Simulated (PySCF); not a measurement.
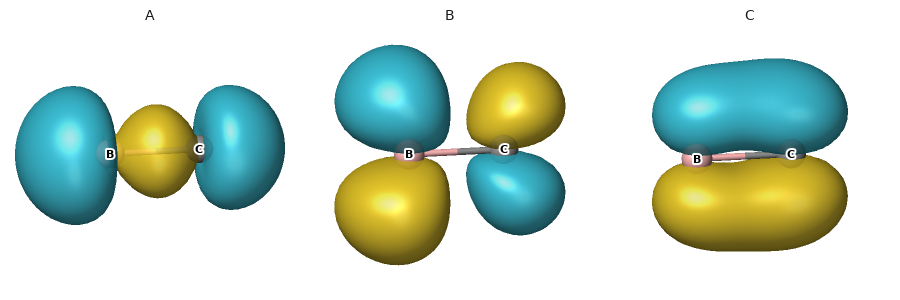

*BC (quartet). Three frontier α-spin orbitals, each drawn at the value that holds 80 % of its norm (yellow and cyan are the two phases), in no order; of a degenerate pair one member is drawn.*

These are results of PySCF, PBE0/6-31G(d,p), non-relativistic, at a bond length of 1.491 Å, not measurements.

**Label each orbital by symmetry, say whether it is occupied, and order them by energy.**

Orbital C: π, occupied in this spin, −8.43 eV; bonding, with no node between the atoms.
Orbital A: σ, occupied in this spin, −7.82 eV; shared between the atoms (B 50 %, C 50 %).
Orbital B: π, empty in this spin, −0.77 eV; antibonding, with a node between the atoms.
